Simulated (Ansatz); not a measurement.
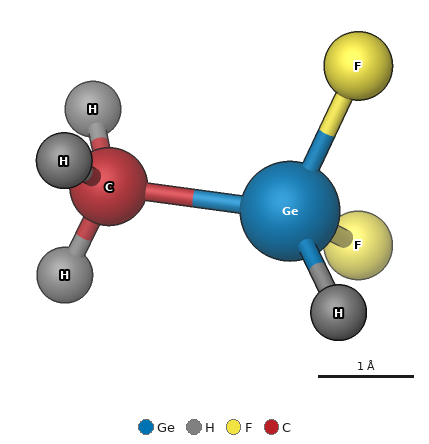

The starting structure (ball-and-stick view, seen at an oblique angle). Sticks mark near contacts.

Run report: CH₄F₂Ge, molecular dynamics (part 1 of 2)

CH₄F₂Ge, computed with RKS PBE/def2-SVP (Ansatz 0.2.0).

It belongs to a series of runs on one base structure; here: dynamics from the start.

The program's output:
```
Engine: ansatz 0.2.0, aarch64-unknown-linux-gnu
Functional definition: PBE
  parameter kappa = 0.804
  parameter beta = 0.06672455060314922
  exchange = pbe_x(kappa = kappa, mu = beta*pi^2/3)
  correlation = pbe_c(beta = beta)
1037 factors; their error is unknown
mean field evaluation 1: about -63019.8026 eV, gradient 6.9e1 eV
mean field evaluation 2: about -62999.7037 eV, gradient 1.2e2 eV
mean field evaluation 4: about -63028.7841 eV, gradient 7.9e0 eV
mean field evaluation 8: about -63028.9201 eV, gradient 6.5e-2 eV
mean field evaluation 16: about -63028.8582 eV, gradient 2.6e-5 eV
mean field -63028.85820833 eV, -2316.2678166617 hartree, gradient 2.6e-5 eV, S^2 0.000000; 0 other end points of the search recorded, 0 dependent functions left out
the calculation of the forces begins
reference -63028.85824041 eV, -2316.2678178405 hartree; 30, 30 occupied and 64, 64 virtual orbitals, 1037 factors
md step     0: t =     0.00 fs  T =   612.5 K  F+E_penalty+E_count = -63028.85820833 eV  E_kin = 0.633374 eV  (26 SCF iters)
these checks for a lower state are left out or cut short: starts, cluster_reference, orbital_swaps, neighbouring_geometries, increment
1037 factors; their error is unknown
mean field -63028.84997741 eV, -2316.2675141809 hartree, gradient 1.2e-5 eV, S^2 0.000000; 0 other end points of the search recorded, 0 dependent functions left out
the calculation of the forces begins
reference -63028.85000942 eV, -2316.2675153573 hartree; 30, 30 occupied and 64, 64 virtual orbitals, 1037 factors
md step     1: t =     0.50 fs  T =   616.1 K  F+E_penalty+E_count = -63028.84997741 eV  E_kin = 0.637136 eV  (28 SCF iters)
[... from here on the SCF iterations and repeated set-up lines of each step are left out, up to the last step ...]
md step     2: t =     1.00 fs  T =   671.6 K  F+E_penalty+E_count = -63028.82464795 eV  E_kin = 0.694537 eV  (29 SCF iters)
md step     3: t =     1.50 fs  T =   557.3 K  F+E_penalty+E_count = -63028.79193506 eV  E_kin = 0.576309 eV  (29 SCF iters)
md step     4: t =     2.00 fs  T =   508.3 K  F+E_penalty+E_count = -63028.75974531 eV  E_kin = 0.525603 eV  (30 SCF iters)
md step     5: t =     2.50 fs  T =   537.2 K  F+E_penalty+E_count = -63028.72699711 eV  E_kin = 0.555481 eV  (30 SCF iters)
md step     6: t =     3.00 fs  T =   528.6 K  F+E_penalty+E_count = -63028.70300470 eV  E_kin = 0.546616 eV  (30 SCF iters)
md step     7: t =     3.50 fs  T =   581.1 K  F+E_penalty+E_count = -63028.69633928 eV  E_kin = 0.600919 eV  (30 SCF iters)
md step     8: t =     4.00 fs  T =   696.0 K  F+E_penalty+E_count = -63028.70632984 eV  E_kin = 0.719732 eV  (30 SCF iters)
md step     9: t =     4.50 fs  T =   728.8 K  F+E_penalty+E_count = -63028.71942291 eV  E_kin = 0.753685 eV  (30 SCF iters)
md step    10: t =     5.00 fs  T =   715.6 K  F+E_penalty+E_count = -63028.71566366 eV  E_kin = 0.740001 eV  (30 SCF iters)
md step    11: t =     5.50 fs  T =   743.5 K  F+E_penalty+E_count = -63028.68659053 eV  E_kin = 0.768862 eV  (30 SCF iters)
md step    12: t =     6.00 fs  T =   753.1 K  F+E_penalty+E_count = -63028.63851425 eV  E_kin = 0.778750 eV  (30 SCF iters)
md step    13: t =     6.50 fs  T =   674.0 K  F+E_penalty+E_count = -63028.58861369 eV  E_kin = 0.697002 eV  (30 SCF iters)
md step    14: t =     7.00 fs  T =   583.0 K  F+E_penalty+E_count = -63028.53522573 eV  E_kin = 0.602919 eV  (29 SCF iters)
md step    15: t =     7.50 fs  T =   442.6 K  F+E_penalty+E_count = -63028.48036540 eV  E_kin = 0.457656 eV  (30 SCF iters)
md step    16: t =     8.00 fs  T =   451.1 K  F+E_penalty+E_count = -63028.43606293 eV  E_kin = 0.466465 eV  (30 SCF iters)
md step    17: t =     8.50 fs  T =   456.2 K  F+E_penalty+E_count = -63028.40254189 eV  E_kin = 0.471725 eV  (27 SCF iters)
md step    18: t =     9.00 fs  T =   475.9 K  F+E_penalty+E_count = -63028.38217035 eV  E_kin = 0.492139 eV  (30 SCF iters)
md step    19: t =     9.50 fs  T =   443.4 K  F+E_penalty+E_count = -63028.37867353 eV  E_kin = 0.458546 eV  (30 SCF iters)
md step    20: t =    10.00 fs  T =   495.4 K  F+E_penalty+E_count = -63028.39473303 eV  E_kin = 0.512297 eV  (30 SCF iters)
md step    21: t =    10.50 fs  T =   560.6 K  F+E_penalty+E_count = -63028.43022008 eV  E_kin = 0.579713 eV  (30 SCF iters)
md step    22: t =    11.00 fs  T =   604.5 K  F+E_penalty+E_count = -63028.47480228 eV  E_kin = 0.625143 eV  (30 SCF iters)
md step    23: t =    11.50 fs  T =   607.2 K  F+E_penalty+E_count = -63028.50882071 eV  E_kin = 0.627859 eV  (30 SCF iters)
md step    24: t =    12.00 fs  T =   721.1 K  F+E_penalty+E_count = -63028.52588995 eV  E_kin = 0.745721 eV  (30 SCF iters)
md step    25: t =    12.50 fs  T =   599.9 K  F+E_penalty+E_count = -63028.52501370 eV  E_kin = 0.620354 eV  (30 SCF iters)
md step    26: t =    13.00 fs  T =   503.7 K  F+E_penalty+E_count = -63028.50910381 eV  E_kin = 0.520895 eV  (30 SCF iters)
md step    27: t =    13.50 fs  T =   587.5 K  F+E_penalty+E_count = -63028.48563759 eV  E_kin = 0.607570 eV  (30 SCF iters)
md step    28: t =    14.00 fs  T =   569.5 K  F+E_penalty+E_count = -63028.45547594 eV  E_kin = 0.588874 eV  (30 SCF iters)
md step    29: t =    14.50 fs  T =   588.3 K  F+E_penalty+E_count = -63028.42361186 eV  E_kin = 0.608344 eV  (30 SCF iters)
md step    30: t =    15.00 fs  T =   619.7 K  F+E_penalty+E_count = -63028.39551818 eV  E_kin = 0.640797 eV  (29 SCF iters)
md step    31: t =    15.50 fs  T =   577.2 K  F+E_penalty+E_count = -63028.37528548 eV  E_kin = 0.596900 eV  (30 SCF iters)
md step    32: t =    16.00 fs  T =   606.0 K  F+E_penalty+E_count = -63028.36669185 eV  E_kin = 0.626660 eV  (29 SCF iters)
md step    33: t =    16.50 fs  T =   535.5 K  F+E_penalty+E_count = -63028.36149393 eV  E_kin = 0.553778 eV  (30 SCF iters)
md step    34: t =    17.00 fs  T =   481.8 K  F+E_penalty+E_count = -63028.35579268 eV  E_kin = 0.498233 eV  (30 SCF iters)
md step    35: t =    17.50 fs  T =   381.3 K  F+E_penalty+E_count = -63028.34760771 eV  E_kin = 0.394327 eV  (30 SCF iters)
md step    36: t =    18.00 fs  T =   406.0 K  F+E_penalty+E_count = -63028.33804419 eV  E_kin = 0.419788 eV  (28 SCF iters)
md step    37: t =    18.50 fs  T =   324.9 K  F+E_penalty+E_count = -63028.32348655 eV  E_kin = 0.336000 eV  (31 SCF iters)
md step    38: t =    19.00 fs  T =   275.9 K  F+E_penalty+E_count = -63028.30111092 eV  E_kin = 0.285267 eV  (31 SCF iters)
md step    39: t =    19.50 fs  T =   227.9 K  F+E_penalty+E_count = -63028.27502711 eV  E_kin = 0.235688 eV  (31 SCF iters)
md step    40: t =    20.00 fs  T =   204.1 K  F+E_penalty+E_count = -63028.25164803 eV  E_kin = 0.211054 eV  (31 SCF iters)
md step    41: t =    20.50 fs  T =   172.5 K  F+E_penalty+E_count = -63028.22786344 eV  E_kin = 0.178390 eV  (31 SCF iters)
md step    42: t =    21.00 fs  T =   147.0 K  F+E_penalty+E_count = -63028.21411169 eV  E_kin = 0.151976 eV  (30 SCF iters)
md step    43: t =    21.50 fs  T =   171.0 K  F+E_penalty+E_count = -63028.21732921 eV  E_kin = 0.176838 eV  (30 SCF iters)
md step    44: t =    22.00 fs  T =   194.0 K  F+E_penalty+E_count = -63028.22832748 eV  E_kin = 0.200618 eV  (30 SCF iters)
md step    45: t =    22.50 fs  T =   211.2 K  F+E_penalty+E_count = -63028.24704118 eV  E_kin = 0.218354 eV  (30 SCF iters)
md step    46: t =    23.00 fs  T =   286.9 K  F+E_penalty+E_count = -63028.27093324 eV  E_kin = 0.296723 eV  (30 SCF iters)
md step    47: t =    23.50 fs  T =   259.0 K  F+E_penalty+E_count = -63028.29116213 eV  E_kin = 0.267838 eV  (30 SCF iters)
md step    48: t =    24.00 fs  T =   301.2 K  F+E_penalty+E_count = -63028.30721325 eV  E_kin = 0.311415 eV  (30 SCF iters)
md step    49: t =    24.50 fs  T =   388.9 K  F+E_penalty+E_count = -63028.31814632 eV  E_kin = 0.402204 eV  (30 SCF iters)
md step    50: t =    25.00 fs  T =   430.8 K  F+E_penalty+E_count = -63028.32756674 eV  E_kin = 0.445512 eV  (30 SCF iters)
md step    51: t =    25.50 fs  T =   405.5 K  F+E_penalty+E_count = -63028.35017745 eV  E_kin = 0.419315 eV  (29 SCF iters)
md step    52: t =    26.00 fs  T =   531.9 K  F+E_penalty+E_count = -63028.39457068 eV  E_kin = 0.550033 eV  (29 SCF iters)
md step    53: t =    26.50 fs  T =   629.4 K  F+E_penalty+E_count = -63028.44995441 eV  E_kin = 0.650893 eV  (29 SCF iters)
md step    54: t =    27.00 fs  T =   606.6 K  F+E_penalty+E_count = -63028.49930362 eV  E_kin = 0.627264 eV  (29 SCF iters)
md step    55: t =    27.50 fs  T =   527.5 K  F+E_penalty+E_count = -63028.53319837 eV  E_kin = 0.545463 eV  (27 SCF iters)
md step    56: t =    28.00 fs  T =   599.2 K  F+E_penalty+E_count = -63028.54583024 eV  E_kin = 0.619660 eV  (29 SCF iters)
md step    57: t =    28.50 fs  T =   553.3 K  F+E_penalty+E_count = -63028.54091519 eV  E_kin = 0.572108 eV  (29 SCF iters)
md step    58: t =    29.00 fs  T =   571.9 K  F+E_penalty+E_count = -63028.52360474 eV  E_kin = 0.591432 eV  (29 SCF iters)
md step    59: t =    29.50 fs  T =   542.7 K  F+E_penalty+E_count = -63028.49655256 eV  E_kin = 0.561197 eV  (29 SCF iters)
md step    60: t =    30.00 fs  T =   511.5 K  F+E_penalty+E_count = -63028.47199245 eV  E_kin = 0.528956 eV  (30 SCF iters)
md step    61: t =    30.50 fs  T =   463.3 K  F+E_penalty+E_count = -63028.45284682 eV  E_kin = 0.479110 eV  (30 SCF iters)
md step    62: t =    31.00 fs  T =   458.1 K  F+E_penalty+E_count = -63028.43675634 eV  E_kin = 0.473681 eV  (29 SCF iters)
md step    63: t =    31.50 fs  T =   449.2 K  F+E_penalty+E_count = -63028.42864519 eV  E_kin = 0.464480 eV  (29 SCF iters)
md step    64: t =    32.00 fs  T =   517.9 K  F+E_penalty+E_count = -63028.42946410 eV  E_kin = 0.535534 eV  (28 SCF iters)
md step    65: t =    32.50 fs  T =   554.4 K  F+E_penalty+E_count = -63028.44655231 eV  E_kin = 0.573288 eV  (29 SCF iters)
md step    66: t =    33.00 fs  T =   516.8 K  F+E_penalty+E_count = -63028.48121432 eV  E_kin = 0.534416 eV  (28 SCF iters)
md step    67: t =    33.50 fs  T =   619.7 K  F+E_penalty+E_count = -63028.52141341 eV  E_kin = 0.640772 eV  (29 SCF iters)
md step    68: t =    34.00 fs  T =   626.4 K  F+E_penalty+E_count = -63028.54490982 eV  E_kin = 0.647764 eV  (29 SCF iters)
md step    69: t =    34.50 fs  T =   579.1 K  F+E_penalty+E_count = -63028.54404165 eV  E_kin = 0.598854 eV  (29 SCF iters)
md step    70: t =    35.00 fs  T =   615.3 K  F+E_penalty+E_count = -63028.53389173 eV  E_kin = 0.636281 eV  (29 SCF iters)
md step    71: t =    35.50 fs  T =   648.4 K  F+E_penalty+E_count = -63028.52278096 eV  E_kin = 0.670471 eV  (30 SCF iters)
md step    72: t =    36.00 fs  T =   566.5 K  F+E_penalty+E_count = -63028.51751846 eV  E_kin = 0.585810 eV  (30 SCF iters)
md step    73: t =    36.50 fs  T =   593.3 K  F+E_penalty+E_count = -63028.52576977 eV  E_kin = 0.613480 eV  (30 SCF iters)
md step    74: t =    37.00 fs  T =   572.5 K  F+E_penalty+E_count = -63028.55077432 eV  E_kin = 0.591967 eV  (27 SCF iters)
md step    75: t =    37.50 fs  T =   524.5 K  F+E_penalty+E_count = -63028.57844671 eV  E_kin = 0.542419 eV  (30 SCF iters)
md step    76: t =    38.00 fs  T =   564.4 K  F+E_penalty+E_count = -63028.58876333 eV  E_kin = 0.583682 eV  (30 SCF iters)
md step    77: t =    38.50 fs  T =   625.3 K  F+E_penalty+E_count = -63028.57034046 eV  E_kin = 0.646622 eV  (30 SCF iters)
md step    78: t =    39.00 fs  T =   684.8 K  F+E_penalty+E_count = -63028.51868835 eV  E_kin = 0.708166 eV  (29 SCF iters)
md step    79: t =    39.50 fs  T =   636.8 K  F+E_penalty+E_count = -63028.44922666 eV  E_kin = 0.658492 eV  (30 SCF iters)
md step    80: t =    40.00 fs  T =   504.3 K  F+E_penalty+E_count = -63028.38852959 eV  E_kin = 0.521505 eV  (29 SCF iters)
md step    81: t =    40.50 fs  T =   482.6 K  F+E_penalty+E_count = -63028.34459721 eV  E_kin = 0.498995 eV  (30 SCF iters)
md step    82: t =    41.00 fs  T =   460.3 K  F+E_penalty+E_count = -63028.32947113 eV  E_kin = 0.475975 eV  (30 SCF iters)
md step    83: t =    41.50 fs  T =   425.9 K  F+E_penalty+E_count = -63028.34398776 eV  E_kin = 0.440458 eV  (30 SCF iters)
md step    84: t =    42.00 fs  T =   452.5 K  F+E_penalty+E_count = -63028.36614251 eV  E_kin = 0.467919 eV  (30 SCF iters)
md step    85: t =    42.50 fs  T =   411.3 K  F+E_penalty+E_count = -63028.38443511 eV  E_kin = 0.425338 eV  (29 SCF iters)
md step    86: t =    43.00 fs  T =   429.4 K  F+E_penalty+E_count = -63028.40104276 eV  E_kin = 0.444076 eV  (30 SCF iters)
md step    87: t =    43.50 fs  T =   426.6 K  F+E_penalty+E_count = -63028.41761133 eV  E_kin = 0.441167 eV  (30 SCF iters)
md step    88: t =    44.00 fs  T =   445.5 K  F+E_penalty+E_count = -63028.42720363 eV  E_kin = 0.460723 eV  (30 SCF iters)
md step    89: t =    44.50 fs  T =   450.8 K  F+E_penalty+E_count = -63028.42168606 eV  E_kin = 0.466209 eV  (29 SCF iters)
md step    90: t =    45.00 fs  T =   412.7 K  F+E_penalty+E_count = -63028.41080232 eV  E_kin = 0.426814 eV  (30 SCF iters)
md step    91: t =    45.50 fs  T =   390.7 K  F+E_penalty+E_count = -63028.40033554 eV  E_kin = 0.404044 eV  (30 SCF iters)
md step    92: t =    46.00 fs  T =   334.0 K  F+E_penalty+E_count = -63028.38927051 eV  E_kin = 0.345391 eV  (30 SCF iters)
md step    93: t =    46.50 fs  T =   375.2 K  F+E_penalty+E_count = -63028.38699441 eV  E_kin = 0.387964 eV  (27 SCF iters)
md step    94: t =    47.00 fs  T =   320.8 K  F+E_penalty+E_count = -63028.39712287 eV  E_kin = 0.331683 eV  (30 SCF iters)
md step    95: t =    47.50 fs  T =   339.1 K  F+E_penalty+E_count = -63028.41794755 eV  E_kin = 0.350690 eV  (29 SCF iters)
md step    96: t =    48.00 fs  T =   382.5 K  F+E_penalty+E_count = -63028.44189596 eV  E_kin = 0.395515 eV  (28 SCF iters)
md step    97: t =    48.50 fs  T =   415.0 K  F+E_penalty+E_count = -63028.45836434 eV  E_kin = 0.429119 eV  (29 SCF iters)
md step    98: t =    49.00 fs  T =   430.2 K  F+E_penalty+E_count = -63028.47082027 eV  E_kin = 0.444872 eV  (28 SCF iters)
md step    99: t =    49.50 fs  T =   398.7 K  F+E_penalty+E_count = -63028.48538621 eV  E_kin = 0.412259 eV  (29 SCF iters)
md step   100: t =    50.00 fs  T =   433.6 K  F+E_penalty+E_count = -63028.49739130 eV  E_kin = 0.448377 eV  (29 SCF iters)
md step   101: t =    50.50 fs  T =   404.0 K  F+E_penalty+E_count = -63028.50618093 eV  E_kin = 0.417737 eV  (28 SCF iters)
md step   102: t =    51.00 fs  T =   410.7 K  F+E_penalty+E_count = -63028.51149490 eV  E_kin = 0.424675 eV  (29 SCF iters)
md step   103: t =    51.50 fs  T =   458.0 K  F+E_penalty+E_count = -63028.51059540 eV  E_kin = 0.473600 eV  (29 SCF iters)
md step   104: t =    52.00 fs  T =   521.1 K  F+E_penalty+E_count = -63028.50414393 eV  E_kin = 0.538859 eV  (30 SCF iters)
md step   105: t =    52.50 fs  T =   497.1 K  F+E_penalty+E_count = -63028.49573432 eV  E_kin = 0.514070 eV  (30 SCF iters)
md step   106: t =    53.00 fs  T =   470.3 K  F+E_penalty+E_count = -63028.48958660 eV  E_kin = 0.486328 eV  (30 SCF iters)
md step   107: t =    53.50 fs  T =   485.8 K  F+E_penalty+E_count = -63028.48823081 eV  E_kin = 0.502398 eV  (29 SCF iters)
md step   108: t =    54.00 fs  T =   475.9 K  F+E_penalty+E_count = -63028.49984571 eV  E_kin = 0.492113 eV  (29 SCF iters)
md step   109: t =    54.50 fs  T =   544.9 K  F+E_penalty+E_count = -63028.52536951 eV  E_kin = 0.563505 eV  (29 SCF iters)
md step   110: t =    55.00 fs  T =   656.4 K  F+E_penalty+E_count = -63028.55467547 eV  E_kin = 0.678747 eV  (29 SCF iters)
md step   111: t =    55.50 fs  T =   670.6 K  F+E_penalty+E_count = -63028.57920784 eV  E_kin = 0.693474 eV  (29 SCF iters)
md step   112: t =    56.00 fs  T =   643.1 K  F+E_penalty+E_count = -63028.59831028 eV  E_kin = 0.664984 eV  (28 SCF iters)
md step   113: t =    56.50 fs  T =   772.0 K  F+E_penalty+E_count = -63028.62045722 eV  E_kin = 0.798264 eV  (29 SCF iters)
md step   114: t =    57.00 fs  T =   786.7 K  F+E_penalty+E_count = -63028.63746101 eV  E_kin = 0.813562 eV  (29 SCF iters)
md step   115: t =    57.50 fs  T =   747.6 K  F+E_penalty+E_count = -63028.63956746 eV  E_kin = 0.773089 eV  (28 SCF iters)
md step   116: t =    58.00 fs  T =   788.2 K  F+E_penalty+E_count = -63028.63847381 eV  E_kin = 0.815076 eV  (29 SCF iters)
md step   117: t =    58.50 fs  T =   733.9 K  F+E_penalty+E_count = -63028.64253524 eV  E_kin = 0.758957 eV  (29 SCF iters)
md step   118: t =    59.00 fs  T =   648.8 K  F+E_penalty+E_count = -63028.64256003 eV  E_kin = 0.670935 eV  (29 SCF iters)
md step   119: t =    59.50 fs  T =   603.2 K  F+E_penalty+E_count = -63028.63616023 eV  E_kin = 0.623761 eV  (29 SCF iters)
md step   120: t =    60.00 fs  T =   693.5 K  F+E_penalty+E_count = -63028.62300378 eV  E_kin = 0.717171 eV  (30 SCF iters)
md step   121: t =    60.50 fs  T =   657.9 K  F+E_penalty+E_count = -63028.60314016 eV  E_kin = 0.680297 eV  (30 SCF iters)
md step   122: t =    61.00 fs  T =   589.1 K  F+E_penalty+E_count = -63028.58444154 eV  E_kin = 0.609138 eV  (30 SCF iters)
md step   123: t =    61.50 fs  T =   683.7 K  F+E_penalty+E_count = -63028.56697242 eV  E_kin = 0.706950 eV  (30 SCF iters)
md step   124: t =    62.00 fs  T =   612.0 K  F+E_penalty+E_count = -63028.55374788 eV  E_kin = 0.632856 eV  (29 SCF iters)
md step   125: t =    62.50 fs  T =   653.1 K  F+E_penalty+E_count = -63028.54239796 eV  E_kin = 0.675325 eV  (28 SCF iters)
md step   126: t =    63.00 fs  T =   562.8 K  F+E_penalty+E_count = -63028.52053167 eV  E_kin = 0.581931 eV  (28 SCF iters)
md step   127: t =    63.50 fs  T =   540.2 K  F+E_penalty+E_count = -63028.49717210 eV  E_kin = 0.558654 eV  (29 SCF iters)
md step   128: t =    64.00 fs  T =   452.5 K  F+E_penalty+E_count = -63028.47807217 eV  E_kin = 0.467964 eV  (30 SCF iters)
md step   129: t =    64.50 fs  T =   475.3 K  F+E_penalty+E_count = -63028.45041378 eV  E_kin = 0.491493 eV  (30 SCF iters)
md step   130: t =    65.00 fs  T =   395.8 K  F+E_penalty+E_count = -63028.41803601 eV  E_kin = 0.409313 eV  (30 SCF iters)
md step   131: t =    65.50 fs  T =   384.0 K  F+E_penalty+E_count = -63028.39155497 eV  E_kin = 0.397038 eV  (30 SCF iters)
md step   132: t =    66.00 fs  T =   335.4 K  F+E_penalty+E_count = -63028.36906774 eV  E_kin = 0.346784 eV  (28 SCF iters)
```
